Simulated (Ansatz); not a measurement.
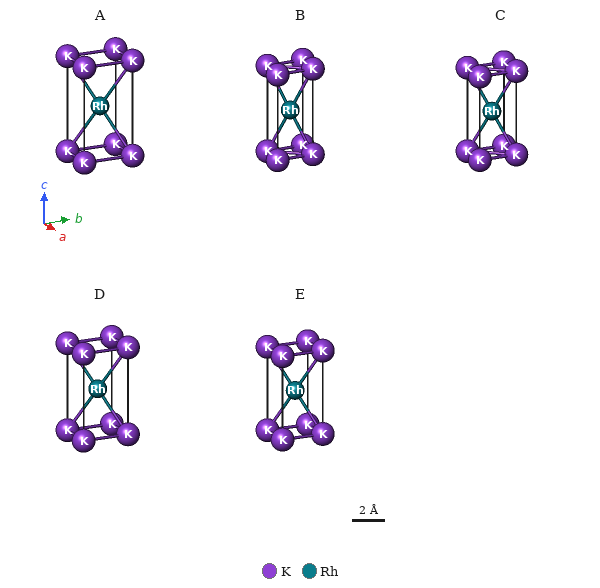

5 geometries from one relaxation of a crystal of KRh (a generated structure, set up in Cmmm) (coarse preliminary run), in shuffled order. Style: ball-and-stick. Shown: the cell of the calculation, slightly off an axis.

Level of theory: Ansatz 0.2.0, DFT PBE, scalar-relativistic, plane waves, PAW. Settings: plane-wave cutoff 420 eV; k-point mesh 6 × 6 × 4; occupations gaussian; smearing width 0.1 eV; no spin polarisation; cell and atoms relaxed; force threshold 0.04 eV/Å; at most 70 steps.

Question: Put them in the order of the run, from the start to the converged end.

Answer: A, D, E, C, B. They are steps 0, 2, 4, 6, 10, at +729 meV per atom, +386 meV per atom, +132 meV per atom, +31.1 meV per atom relative to the last. The atoms keep their places relative to the cell (all moves are under 0.005 Å). The drawn cell changes as follows: a = b 3.727 → 2.878 Å (−22.8 %), c 6.086 → 5.476 Å (−10.0 %), γ 109.5° → 117.1°; the volume changes by −49.3 %. Among the contacts that change: Rh–Rh 4.304 → 3.004 Å, K–K 4.304 → 3.004 Å, Rh–Rh 3.727 → 2.878 Å, K–K 3.727 → 2.878 Å. Bond angles that change, for instance: K–Rh–K 70.5° → 57.5°, K–Rh–K 109.5° → 122.5°. The space group stays Cmmm (No. 65). The energy falls by 729 meV per atom in 8 accepted moves (10 points after the start). All forces vanish by symmetry, so only the cell relaxes. The pressure goes from −5.61 to −0.02 GPa. The line search rejected the trial step at point 8 of the run. At 1 point the geometry stayed and the basis and grid were re-selected for the new cell (energy shift of 1.4 meV per atom at most each time). Cost: 17 s on 1 thread of Intel(R) Xeon(R) 6975P-C (Granite Rapids) (shared host), peak memory 0.41 GiB.
